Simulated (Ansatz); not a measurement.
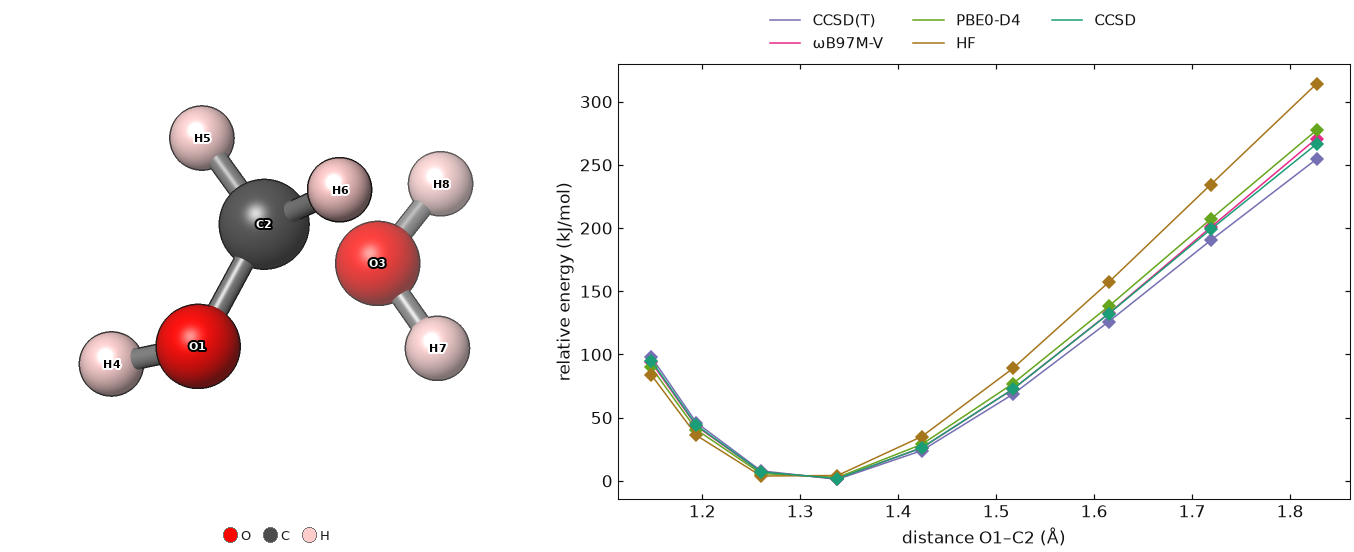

Rigid scan of the stretch O1–C2 in CH₅O₂⁺ (fragments CH₃O + H₂O). The Ansatz code 0.2.0, def2-TZVPP, cores frozen in correlated methods. A stretch is scanned from the minimum (PBE0-D4/def2-TZVP); energies less that of the minimum at the same level. Straight lines join the computed points.

**How far can the coupled-cluster curve be trusted along the scan?**

The calculation's T1 diagnostic reaches at most 0.016 (at 1.83 Å), under the customary mark of 0.02, so it gives no sign of multireference character.

**Give the values at the computed points.**

In kJ/mol:
```csv
distance O1–C2 (Å),CCSD(T),ωB97M-V,PBE0-D4,HF,CCSD
1.15,98.0,93.8,89.7,83.8,95.1
1.19,46.0,43.3,40.4,36.0,43.9
1.26,7.9,6.9,5.8,3.8,7.0
1.34,1.2,1.8,2.6,4.2,1.8
1.42,23.9,26.1,28.8,35.0,26.1
1.52,68.5,72.5,76.9,88.9,72.5
1.62,126.0,132.5,138.2,157.2,132.2
1.72,190.3,200.5,207.0,234.4,199.0
1.83,254.5,270.8,277.4,314.1,266.4
```

Caveats: restricted reference unstable towards unrestricted.
